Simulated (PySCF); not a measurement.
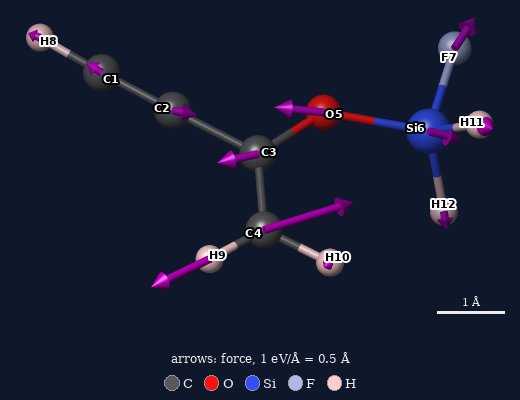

Starting geometry of C4H5FOSi with the computed forces as purple arrows. The picture is a ball-and-stick view, seen from a free direction.

The start comes from GFN2-xTB. Its atoms were then displaced at random by about 0.01 Å.

Level of theory: PySCF, PBE0-D3(BJ)/def2-SVP geometry optimisation, gas phase. 

What follows when this structure is relaxed?

Answer. It isn't relaxed: the largest force vector, on C4, is 3.05 eV/Å. The final displacements have little in common with the starting forces (cosine between the two patterns 0.20). After 10 geometry steps the energy has fallen by 5.36 kcal/mol. The largest move after the best rigid fit is that of F7, 0.24 Å. Largest moves by element: F 0.24 Å, H 0.17 Å, O 0.14 Å, C 0.12 Å, Si 0.01 Å. Among the contacts that change: O5–Si6 1.608 → 1.666 Å, C4–H9 1.036 → 1.089 Å, Si6–H11 1.443 → 1.484 Å, Si6–F7 1.584 → 1.611 Å. Bond angles that change, for instance: C3–O5–Si6 134.8° → 128.4°, O5–Si6–F7 100.5° → 105.1°, C3–C4–H10 117.4° → 122.0°. Cost: 74 s on 1 thread of Arm Neoverse V1, on a shared host.
